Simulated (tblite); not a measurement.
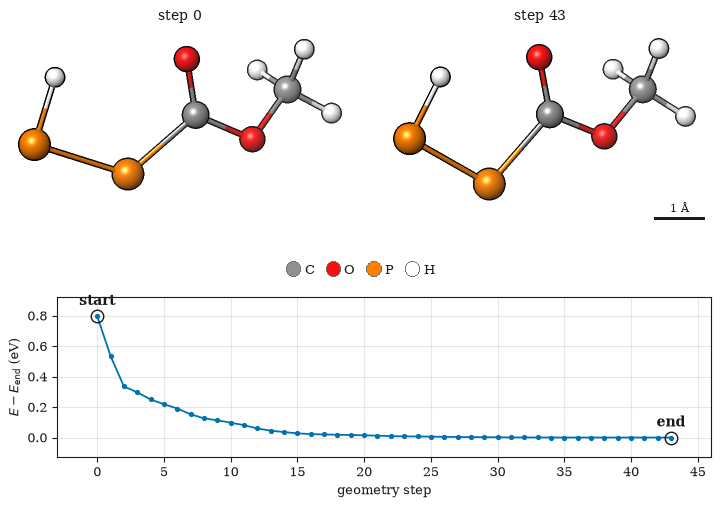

First and last geometry of a relaxation of C2H4O2P2, with the history of the run. A ball-and-stick model, seen at a tilt.

Method: GFN2-xTB geometry optimisation, dihedral held, gas phase in tblite. 

Q: Read the history and describe the run.

A: It converged. The energy falls by 0.798 eV in 43 geometry steps. The atom that moves furthest after the best rigid fit is an H atom (0.53 Å). Largest moves by element: H 0.53 Å, P 0.36 Å, O 0.18 Å, C 0.14 Å. Near-neighbour distances that change, for instance: P–P 2.177 → 2.031 Å, C–O 1.375 → 1.328 Å, C–P 1.819 → 1.857 Å, H–P 1.431 → 1.406 Å. Bond angles that change, for instance: C–P–P 121.2° → 101.1°, O–C–P 117.2° → 126.4°, O–C–P 116.1° → 107.6°.
